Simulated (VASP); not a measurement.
Band structure of HfB₂ (AlB2 type). Level of theory: revTPSS meta-GGA, VASP's PBE PAW potentials (set 64) (plane waves; VASP).

Unless said otherwise, spin-orbit coupling is left out, though it shifts the bands of the heavy elements here.

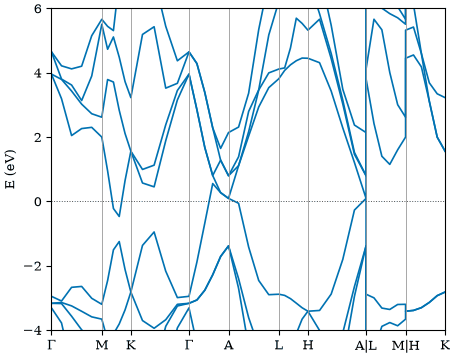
*Bands along high-symmetry lines, zero at the valence-band maximum or, without a gap, the Fermi level*

**Question.** Read the plot: is there a gap, and where are the band edges?

**Answer.** It has no gap at this level: it comes out as a metal or semimetal.

The compound is HfB2 in the AlB2 type structure. It was relaxed first.
